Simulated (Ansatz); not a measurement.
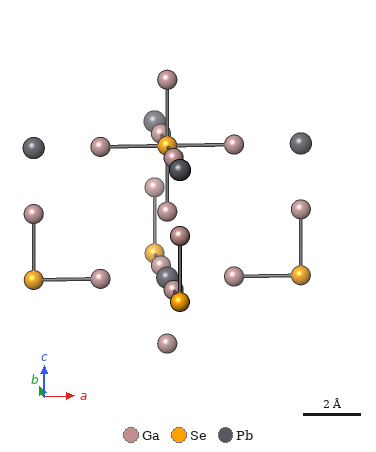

This is the input geometry for a relaxation of crystalline Ga6PbSe (a generated structure, set up in Fm-3m). A ball-and-stick model of the atoms within 5.8 Å of the atom that moves most (axes of the conventional cell (4 times the calculation's cell)), seen from a free direction. Lengths and directions refer to the drawn axes.

The start is a swapped structure.

Theory: DFT, PAW plane waves, r2SCAN (Ansatz 0.2.0).

The input:
```yaml
crystal:
  lattice:
    - [0.0, 4.740521, 4.740521]
    - [4.740521, 0.0, 4.740521]
    - [4.740521, 4.740521, 0.0]
  atoms:
    - { symbol: Ga, position: [0.75, 0.25, 0.25] }
    - { symbol: Ga, position: [0.25, 0.75, 0.25] }
    - { symbol: Ga, position: [0.25, 0.75, 0.75] }
    - { symbol: Ga, position: [0.75, 0.25, 0.75] }
    - { symbol: Ga, position: [0.25, 0.25, 0.75] }
    - { symbol: Ga, position: [0.75, 0.75, 0.25] }
    - { symbol: Se, position: [0.5, 0.5, 0.5] }
    - { symbol: Pb, position: [0.0, 0.0, 0.0] }
  symmetry: { tolerance: 0.0003 }
kpoints:
  mp_grid: { grid: [6, 6, 6], shift: [0, 0, 0] }
magnetization:
  spin_polarized: false
scf:
  occupations: { method: methfessel_paxton, width: 0.1535 }
  lower_state_search: "off"
hamiltonian:
  pseudopotentials: { kind: paw }
  xc: r2scan
basis:
  ecutwfc: 500
  fft_grid_basis: typed
relax:
  max_steps: 80
  cell: { p_target: 0.0 }
output:
  forces: true
  stress: true
  eigenvalues: true
  bader: true
  populations: true
  elf: true
  write_potential: true
  volumetric_format: npy
  dos:
    e_range: [-12, 8]
    de: 0.05
    projected: { site_lists: { Ga: [Ga], Pb: [Pb], Se: [Se] } }
checkpoint:
  read: saved_state
```

Command:
```bash
ansatz run input.yaml --threads 2 --pin off --max-ram 2560MiB --backend cpu --events-out ev --progress --plain --runs-dir out
```

**Where does the relaxation end?**

The largest moves relative to the cell, 0.17 Å, are those of Ga1, Ga2, Ga3, Ga4, Ga5 and Ga6. Ga5 goes along +c. Pb and Se stay in place. The volume changes by +54.1 %, with a = b = c 9.481 → 10.952 Å (+15.5 %). Among the contacts that change: Ga1–Pb8 2.370 → 2.904 Å, Ga1–Se7 2.370 → 2.571 Å. The space group stays Fm-3m (No. 225). The energy falls by 5.272 eV per cell of the calculation in 5 accepted moves (6 points after the start). Largest force component: 2.8 eV/Å at the start, 0.0019 eV/Å at the end. The pressure goes from 19.91 to 0.04 GPa. At 1 point the geometry stayed and the basis and grid were re-selected for the new cell (energy shift of 27.7 meV per cell of the calculation at most each time). The run took 2.1 min on 2 threads of Intel(R) Xeon(R) Platinum 8488C (Sapphire Rapids), with other jobs on the host, peak memory 1.8 GiB.

Step by step:

```csv
step,"E − E(0), meV/atom","largest force component, eV/Å","pressure, GPa","volume, Å³/atom",note
0,0.00,2.7608,19.91,26.633,
1,-453.66,0.4987,8.59,30.721,
2,-601.44,0.2712,3.20,34.796,
3,-643.82,0.0622,1.24,37.800,
4,-654.31,0.0294,-0.31,42.218,
5,-655.53,0.0029,0.04,41.048,
6,-658.99,0.0019,0.04,41.048,"same geometry, new basis"
```

The structure at the end:

```
Ga Se Pb
1.0
     0.00000    5.47583    5.47583
     5.47583    0.00000    5.47583
     5.47583    5.47583    0.00000
Ga Se Pb
6 1 1
Direct
  0.73480 0.26520 0.26520
  0.26520 0.73480 0.26520
  0.26520 0.73480 0.73480
  0.73480 0.26520 0.73480
  0.26520 0.26520 0.73480
  0.73480 0.73480 0.26520
  0.50000 0.50000 0.50000
  0.00000 0.00000 0.00000
```

The end point in the same view:

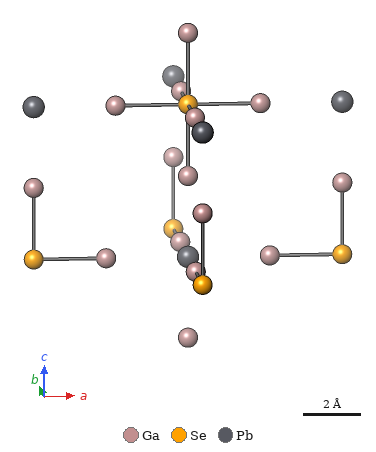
